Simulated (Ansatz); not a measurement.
**Al2 (triplet): correlated methods under varied settings at distance Al1–Al2 = 4.007 Å**

Aim: run Al2 (triplet) at one geometry under a spread of methods and options, and see what each costs and gives.

Computed with Ansatz 0.2.0, Gaussian basis. Level: the settings change from run to run.

22 further runs of the same task are left out: 13 that didn't finish, 9 set aside as unsound or not needed.

## 1. What is computed

The geometry derives from a PBE0/def2-TZVP stationary point (not a proven minimum). One bond is set to the value named and the two fragments are kept rigid.

2 atoms, charge 0, spin multiplicity 3.

Atoms are counted from 1 here; the program's logs count them from 0.

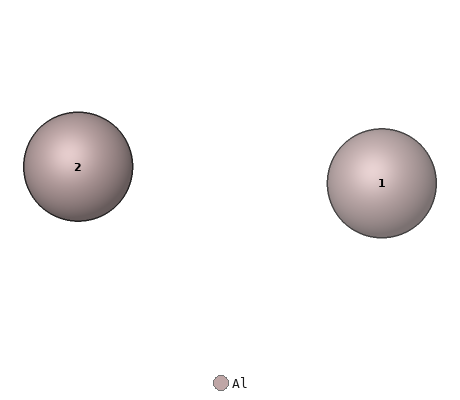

The geometry (aluminium light grey); atoms are numbered from 1 in the order of the file.

## 2. CASSCF(4,4)/STO-3G

The input, in.yaml:

```yaml
crystal:
  periodic: [false, false, false]
  atoms:
    - {symbol: Al, position_ang: [0.000000, 0.000000, 0.000000]}
    - {symbol: Al, position_ang: [0.000000, 0.000000, 4.007000]}
basis:
  gaussian: {orbitals: STO-3G}
magnetization: {spin_polarized: false, initial_magnetization: 2}
correlation: {active_space: {window: {electrons: 4, orbitals: 4}}}
```

Command:

```console
> ansatz run in.yaml --threads 1 --pin off --events-out ev --progress --plain --max-ram 2393MiB
```

What it wrote:

```text
Functional definition: HF
  name "HF"
  cite "Fock, Z. Phys. 61, 126 (1930) doi:10.1007/BF01340294"
  parent pbe
  exchange = exact_x
  correlation = 0
179 factors; integrals over basis functions are off by at most 6.2e-5 eV
mean field evaluation 1: about -12996.7073 eV, gradient 1.5e0 eV
mean field evaluation 2: about -12996.7081 eV, gradient 1.5e0 eV
mean field evaluation 4: about -12996.7199 eV, gradient 1.4e-2 eV
mean field evaluation 8: about -12996.7199 eV, gradient 3.8e-4 eV
mean field evaluation 16: about -12999.4036 eV, gradient 4.2e-2 eV
mean field evaluation 32: about -12999.3404 eV, gradient 8.3e-7 eV
mean field evaluation 64: about -12999.3789 eV, gradient 2.2e-2 eV
mean field evaluation 96: about -12999.3996 eV, gradient 1.2e-1 eV
mean field evaluation 128: about -12999.3414 eV, gradient 4.7e-3 eV
mean field evaluation 160: about -12999.4015 eV, gradient 7.2e-2 eV
mean field evaluation 192: about -12999.3404 eV, gradient 1.4e-6 eV
mean field evaluation 224: about -12999.2504 eV, gradient 1.2e-6 eV
mean field -12999.40295568 eV, -477.7192473095 hartree, gradient 3.6e-6 eV, S^2 2.000000; 25 other end points of the search recorded, 0 dependent functions left out
reference -12999.40295568 eV, -477.7192473095 hartree; 14, 12 occupied and 4, 6 virtual orbitals, 179 factors
state -12999.77075991 eV, -477.7327638654 hartree
Total energy: -12999.77075991 eV, -477.7327638654 hartree
```

It took 1.7 s on 1 thread of Arm Neoverse N1, shared host.

From the report: 36 determinants; active occupations 1.96, 1.00, 1.00, 0.04.

## 3. MRCISD+Q(2,7)/6-31G*

The input, in.yaml:

```yaml
crystal:
  periodic: [false, false, false]
  atoms:
    - {symbol: Al, position_ang: [0.000000, 0.000000, 0.000000]}
    - {symbol: Al, position_ang: [0.000000, 0.000000, 4.007000]}
basis:
  gaussian: {orbitals: "6-31G*", point_charges: [{charge: 0.50, position_ang: [3.256, -0.918, -0.310]}]}
magnetization: {spin_polarized: false, initial_magnetization: 2}
correlation: {method: fic_mrcisd_q, electrons: valence, active_space: {window: {electrons: 2, orbitals: 7}}}
```

Launched as before.

What it wrote (excerpt; [...] marks lines left out):

```text
Functional definition: HF
  name "HF"
  cite "Fock, Z. Phys. 61, 126 (1930) doi:10.1007/BF01340294"
  parent pbe
[...]
330 factors; integrals over basis functions are off by at most 4.5e-4 eV
[...]
mean field -13163.01236000 eV, -483.7317820197 hartree, gradient 6.8e-6 eV, S^2 2.000000; 13 other end points of the search recorded, 0 dependent functions left out
reference -13163.01236000 eV, -483.7317820197 hartree; 14, 12 occupied and 24, 26 virtual orbitals, 330 factors
state -13163.10691340 eV, -483.7352567930 hartree
contracted CI cycle   1: correlation 0.00000000 eV, 0.0000000000 hartree, residual 7.87e0 eV
contracted CI cycle   2: correlation -2.23060289 eV, -0.0819731441 hartree, residual 1.70e0 eV
contracted CI cycle   3: correlation -2.35794050 eV, -0.0866527151 hartree, residual 5.68e-1 eV
contracted CI cycle   4: correlation -2.36927792 eV, -0.0870693578 hartree, residual 2.03e-1 eV
contracted CI cycle   5: correlation -2.37057058 eV, -0.0871168621 hartree, residual 6.61e-2 eV
contracted CI cycle   6: correlation -2.37071893 eV, -0.0871223139 hartree, residual 2.24e-2 eV
contracted CI cycle   7: correlation -2.37073880 eV, -0.0871230441 hartree, residual 8.66e-3 eV
contracted CI cycle   8: correlation -2.37074152 eV, -0.0871231438 hartree, residual 3.25e-3 eV
contracted CI cycle   9: correlation -2.37074189 eV, -0.0871231577 hartree, residual 1.20e-3 eV
state -13163.10691340 eV, -483.7352567930 hartree; corrected -13165.74438683 eV, -483.8321821540 hartree
WARN: 1 active orbitals are nearly empty or full. The corrections depend on them more than the energy does, and are more stable in an active space without them
Total energy: -13165.74438683 eV, -483.8321821540 hartree
```

Run time: 7 s. Hardware: 1 thread of Arm Neoverse N1, shared host.

From the report: 49 determinants; active occupations 0.95, 0.95, 0.05, 0.05, 0.00, 0.00, 0.00. The report marks this result as in doubt.

## 4. BCCD on ROHF/cc-pVDZ

The input, in.yaml:

```yaml
crystal:
  periodic: [false, false, false]
  atoms:
    - {symbol: Al, position_ang: [0.000000, 0.000000, 0.000000]}
    - {symbol: Al, position_ang: [0.000000, 0.000000, 4.007000]}
basis:
  gaussian: {orbitals: cc-pVDZ}
magnetization: {spin_polarized: false, initial_magnetization: 2}
correlation: {method: bccd, electrons: outside_noble_gas}
```

Launched as before.

What it wrote (excerpt; [...] marks lines left out):

```text
Functional definition: HF
  name "HF"
  cite "Fock, Z. Phys. 61, 126 (1930) doi:10.1007/BF01340294"
  parent pbe
[...]
364 factors; integrals over basis functions are off by at most 8.9e-4 eV
[...]
mean field -13163.41428783 eV, -483.7465525950 hartree, gradient 2.7e-6 eV, S^2 2.000000; 29 other end points of the search recorded, 0 dependent functions left out
[...]
determinant -13163.41428783 eV, -483.7465525950 hartree, with singles and doubles -13166.24956850 eV, -483.8507472377 hartree
determinant -13163.25634813 eV, -483.7407484183 hartree, with singles and doubles -13166.04588590 eV, -483.8432620404 hartree
determinant -13163.14480922 eV, -483.7366494389 hartree, with singles and doubles -13165.93464294 eV, -483.8391739369 hartree
determinant -13163.07598285 eV, -483.7341201163 hartree, with singles and doubles -13166.20484285 eV, -483.8491036006 hartree
[...]
determinant -13163.14480922 eV, -483.7366494389 hartree, with singles and doubles -13165.93438570 eV, -483.8391644836 hartree
determinant -13163.07598285 eV, -483.7341201163 hartree, with singles and doubles -13166.19977214 eV, -483.8489172554 hartree
determinant -13162.38818797 eV, -483.7088441209 hartree, with singles and doubles -13165.75747358 eV, -483.8326630832 hartree
10 core orbitals not correlated: weight in the atoms' cores, before any rotation towards them, 1.000 or more for the frozen orbitals, at most 0.000 for the correlated occupied ones
reference -13163.07598285 eV, -483.7341201163 hartree; 4, 2 occupied and 22, 24 virtual orbitals, 364 factors
second order -2.15466392 eV of doubles, -0.03582057 eV of singles
cycle   1  -3.12692017 eV  change   -3.1e-3 eV  update   4.8e-3
[...]
cycle  11  -3.12309826 eV  change    7.2e-7 eV  update   8.0e-7
WARN: the results are in doubt because among natural orbitals full CI differs from the method by -0.081 eV
Total energy: -13166.19908110 eV, -483.8488918603 hartree
In doubt: among natural orbitals full CI differs from the method by -0.081 eV
```

It took 12 s on 1 thread of Arm Neoverse N1, shared host.

From the report: correlation -3.1231 eV; largest double amplitude 0.26. Mind the lines of doubt at the end of the log.

## 5. BCCD on ROHF/def2-SVPD

Changes to in.yaml since step 4:

```diff
@@ -6,4 +6,5 @@
 basis:
-  gaussian: {orbitals: cc-pVDZ}
+  gaussian: {orbitals: def2-SVPD}
 magnetization: {spin_polarized: false, initial_magnetization: 2}
 correlation: {method: bccd, electrons: outside_noble_gas}
+output: {forces: true}
```

The command is unchanged.

What it wrote (excerpt; [...] marks lines left out):

```text
Functional definition: HF
  name "HF"
  cite "Fock, Z. Phys. 61, 126 (1930) doi:10.1007/BF01340294"
  parent pbe
[...]
424 factors; integrals over basis functions are off by at most 5.1e-4 eV
[...]
mean field -13158.91962398 eV, -483.5813767452 hartree, gradient 1.6e-6 eV, S^2 2.000000; 31 other end points of the search recorded, 0 dependent functions left out
[...]
determinant -13158.91962398 eV, -483.5813767452 hartree, with singles and doubles -13161.75721957 eV, -483.6856564596 hartree
determinant -13158.75340040 eV, -483.5752681412 hartree, with singles and doubles -13161.54723626 eV, -483.6779397153 hartree
determinant -13158.64393783 eV, -483.5712454661 hartree, with singles and doubles -13161.43715152 eV, -483.6738941757 hartree
determinant -13158.59791723 eV, -483.5695542402 hartree, with singles and doubles -13161.71616737 eV, -483.6841478191 hartree
[...]
determinant -13157.88579591 eV, -483.5433842644 hartree, with singles and doubles -13161.25947243 eV, -483.6673645896 hartree
10 core orbitals not correlated: weight in the atoms' cores, before any rotation towards them, 1.000 or more for the frozen orbitals, at most 0.000 for the correlated occupied ones
reference -13158.59791723 eV, -483.5695542402 hartree; 4, 2 occupied and 34, 36 virtual orbitals, 424 factors
second order -2.16657410 eV of doubles, -0.03549056 eV of singles
cycle   1  -3.11845692 eV  change   -4.0e-3 eV  update   5.6e-3
[...]
cycle  13  -3.11318967 eV  change    7.7e-8 eV  update   1.8e-7
WARN: the results are in doubt because among natural orbitals full CI differs from the method by -0.082 eV
[...]
Total energy: -13161.71110690 eV, -483.6839618503 hartree
Atom 0 at     0.000000     0.000000     0.000000 Å, force    -0.000000     0.000000     0.703075 eV/Å
Atom 1 at     0.000000     0.000000     4.007000 Å, force     0.000000    -0.000000    -0.703075 eV/Å
Dipole moment:    -0.000000    -0.000000     0.000000 e Å
In doubt: among natural orbitals full CI differs from the method by -0.082 eV
```

Run time: 25 s. Hardware: 1 thread of Arm Neoverse N1, shared host.

From the report: correlation -3.1132 eV; largest double amplitude 0.24. Mind the lines of doubt at the end of the log.

## 6. CASSCF(4,10)/cc-pVDZ

The input, in.yaml:

```yaml
crystal:
  periodic: [false, false, false]
  atoms:
    - {symbol: Al, position_ang: [0.000000, 0.000000, 0.000000]}
    - {symbol: Al, position_ang: [0.000000, 0.000000, 4.007000]}
basis:
  gaussian: {orbitals: cc-pVDZ}
magnetization: {spin_polarized: false, initial_magnetization: 2}
correlation: {active_space: {window: {electrons: 4, orbitals: 10}}}
```

Same command.

What it wrote (excerpt; [...] marks lines left out):

```text
Functional definition: HF
  name "HF"
  cite "Fock, Z. Phys. 61, 126 (1930) doi:10.1007/BF01340294"
  parent pbe
[...]
364 factors; integrals over basis functions are off by at most 8.9e-4 eV
[...]
mean field -13163.41428783 eV, -483.7465525950 hartree, gradient 2.8e-6 eV, S^2 2.000000; 22 other end points of the search recorded, 0 dependent functions left out
reference -13163.41428783 eV, -483.7465525950 hartree; 14, 12 occupied and 22, 24 virtual orbitals, 364 factors
state -13164.77579124 eV, -483.7965869227 hartree
[...]
Total energy: -13164.77579124 eV, -483.7965869227 hartree
```

It took 38 s on 1 thread of Arm Neoverse N1, shared host.

From the report: 2,025 determinants; active occupations 1.89, 1.00, 0.98, 0.04, 0.04, 0.01, 0.01, 0.01, 0.01, 0.01.

## 7. CCSDT/aug-cc-pVDZ

The input, in.yaml:

```yaml
crystal:
  periodic: [false, false, false]
  atoms:
    - {symbol: Al, position_ang: [0.000000, 0.000000, 0.000000]}
    - {symbol: Al, position_ang: [0.000000, 0.000000, 4.007000]}
basis:
  gaussian: {orbitals: aug-cc-pVDZ}
magnetization: {spin_polarized: true, initial_magnetization: 2}
hamiltonian: {xc: {name: r2SCAN}, pseudopotentials: {relativity: scalar}}
correlation: {method: ccsdt, electrons: outside_noble_gas}
accuracy: high
```

Launched as before.

What it wrote (excerpt; [...] marks lines left out):

```text
Functional definition: r2SCAN
  name "r2SCAN"
  cite "Furness, Kaplan, Ning, Perdew & Sun, J. Phys. Chem. Lett. 11, 8208 (2020) doi:10.1021/acs.jpclett.0c02405"
  cite "Furness, Kaplan, Ning, Perdew & Sun, J. Phys. Chem. Lett. 11, 9248 (2020) doi:10.1021/acs.jpclett.0c03077"
  parent r2scan
[...]
967 factors; integrals over basis functions are off by at most 3.2e-9 eV
[...]
mean field -13210.36452086 eV, -485.4719418349 hartree, gradient 7.0e-8 eV, S^2 2.013239; 17 other end points of the search recorded, 0 dependent functions left out
10 core orbitals not correlated: weight in the atoms' cores, before any rotation towards them, 1.000 or more for the frozen orbitals, at most 0.000 for the correlated occupied ones
reference -13184.51100502 eV, -484.5218426519 hartree; 4, 2 occupied and 40, 42 virtual orbitals, 967 factors
second order -2.29252030 eV of doubles, -0.11638756 eV of singles
cycle   1  -2.79424981 eV  change   -6.9e-1 eV  update   1.1e-1
[...]
cycle  33  -3.52440328 eV  change  -2.7e-10 eV  update  1.9e-10
WARN: these amplitudes may be one of several solutions (largest doubles amplitude 0.25, level shift 1.79 eV)
Total energy: -13188.03540830 eV, -484.6513620835 hartree
Relativity: scalar
```

Run time: 2.6 min. Hardware: 1 thread of Arm Neoverse N1, shared host; peak memory 0.28 GiB.

From the report: ⟨S²⟩ of the determinant 2.013 (pure triplet: 2.00); correlation -3.5244 eV; T1 0.020; largest double amplitude 0.25. The orbitals are Kohn-Sham ones, so correlation energy and T1 don't compare with those on Hartree-Fock orbitals. The report flags that the cluster equations may have other roots.

## 8. The runs in one table

Where basis and cores are those of an earlier FCI/cc-pVDZ run (-13166.4888 eV), and the state is the same kind, the miss against it is given. † marks a result that the program doubts.

| level | correlated | functions | energy (eV) | from FCI (meV) | time |
| --- | --- | --- | --- | --- | --- |
| CASSCF(4,4)/STO-3G |  | 18 | -12999.7708 |  | 1.7 s |
| MRCISD+Q(2,7)/6-31G* (beside a point charge) † | valence | 38 | -13165.7444 |  | 7 s |
| BCCD on ROHF/cc-pVDZ † | outside noble gas | 36 | -13166.1991 | 289.7 | 12 s |
| BCCD on ROHF/def2-SVPD † | outside noble gas | 48 | -13161.7111 |  | 25 s |
| CASSCF(4,10)/cc-pVDZ |  | 36 | -13164.7758 | 1713.0 | 38 s |
| CCSDT/aug-cc-pVDZ (on r2SCAN orbitals, relativity set) † | outside noble gas | 54 | -13188.0354 |  | 2.6 min |

## 9. Outcome

| quantity | value |
| --- | --- |
| runs | 6 |
| quickest | CASSCF(4,4)/STO-3G, 1.7 s |
| slowest | CCSDT/aug-cc-pVDZ (on r2SCAN orbitals, relativity set) †, 2.6 min |

Total energies in different bases, with other cores or another treatment of relativity can't be set against each other. CCSDT/aug-cc-pVDZ (on r2SCAN orbitals, relativity set) † took 91 times as long as CASSCF(4,4)/STO-3G; the jobs differ in more than the method. Hartree-Fock, CASSCF and CASCI lack dynamic correlation by design.
